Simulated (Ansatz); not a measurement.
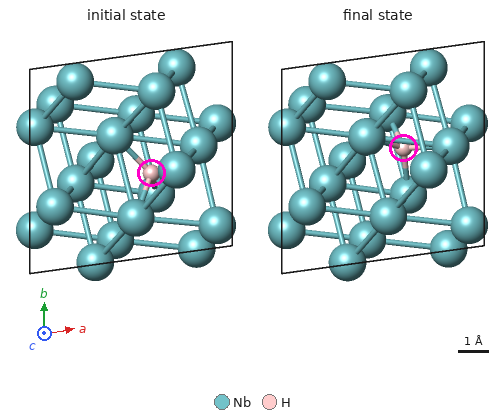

The two relaxed end points of a path for a defect cell of composition Nb₂₀H (21 atoms in the cell). A ball-and-stick model of the simulation cell (origin moved), seen along the c axis. The moving atom is ringed, with any periodic copies. Bonds to atoms that aren't drawn are left out.

Theory: DFT LDA, scalar-relativistic, plane waves, PAW in Ansatz.

Set-up: plane-wave cutoff 420 eV; k-point mesh 3 × 3 × 3; Gaussian smearing 0.1 eV; 3 movable images; climbing image.

Start:
```
Nb H
1.0
    -4.87150   -4.87150    1.62383
    -4.87150    1.62383   -4.87150
     1.62383   -4.87150   -4.87150
Nb H
20 1
Direct
  0.79984 0.79622 0.79092
  0.40116 0.90017 0.89918
  0.90057 0.40000 0.89942
  0.90082 0.89982 0.39884
  0.59713 0.59679 0.59935
  0.19878 0.69944 0.69905
  0.70030 0.19975 0.69929
  0.30016 0.30109 0.80120
  0.69758 0.69209 0.20549
  0.29936 0.80041 0.30066
  0.80039 0.29846 0.30169
  0.39879 0.40000 0.40121
  0.99880 0.49890 0.49983
  0.49935 0.99959 0.50062
  0.10096 0.10056 0.60122
  0.49830 0.50152 0.99960
  0.10070 0.60024 0.09969
  0.59450 0.10790 0.10242
  0.20065 0.20320 0.20287
  0.00907 0.00377 0.00017
  0.77589 0.90000 0.02408
```

End:
```
CELL_PARAMETERS angstrom
-4.87150 -4.87150 1.62383
-4.87150 1.62383 -4.87150
1.62383 -4.87150 -4.87150
ATOMIC_POSITIONS crystal
Nb 0.79984 0.79092 0.79622
Nb 0.40116 0.89918 0.90017
Nb 0.90082 0.39884 0.89982
Nb 0.90057 0.89942 0.40000
Nb 0.59713 0.59935 0.59679
Nb 0.19878 0.69905 0.69944
Nb 0.69758 0.20549 0.69209
Nb 0.29936 0.30066 0.80041
Nb 0.70030 0.69929 0.19975
Nb 0.30016 0.80120 0.30109
Nb 0.80039 0.30169 0.29846
Nb 0.39879 0.40121 0.40000
Nb 0.99880 0.49983 0.49890
Nb 0.49830 0.99960 0.50152
Nb 0.10070 0.09969 0.60024
Nb 0.49935 0.50062 0.99959
Nb 0.10096 0.60122 0.10056
Nb 0.59450 0.10242 0.10790
Nb 0.20065 0.20287 0.20320
Nb 0.00907 0.00017 0.00377
H 0.77589 0.02408 0.90000
```

Predict the minimum-energy path and its barrier.

Answer. The barrier is about 0.158 eV in both directions, with image 2 at the top; the ends have the same energy. The H atom travels furthest, 1.14 Å from end to end, along [0 1 −1], on a path that bends up to 0.09 Å away from the straight line. At the highest image its nearest neighbour (Nb) is 1.82 Å away, against 1.88 Å at the start, and the surrounding atoms stand up to 0.07 Å off the mean of their end positions. The band converged in 4 iterations, with a climbing image at the top.

Energies of the converged images:

```tsv
image	path (Å)	E (eV)
0	0.00	0.000
1	0.30	0.075
2	0.59	0.158
3	0.89	0.075
4	1.19	0.000
```

The geometry at the top of the path:

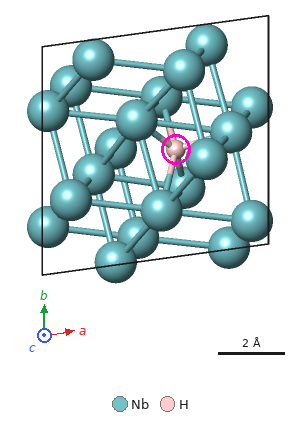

Limits of the set-up: the periodic images lie only 7.1 Å apart, so the values are limited by the cell's size.

The run took 5.7 min on 4 threads of Arm Neoverse V2 (shared host), peak memory 2.9 GiB.
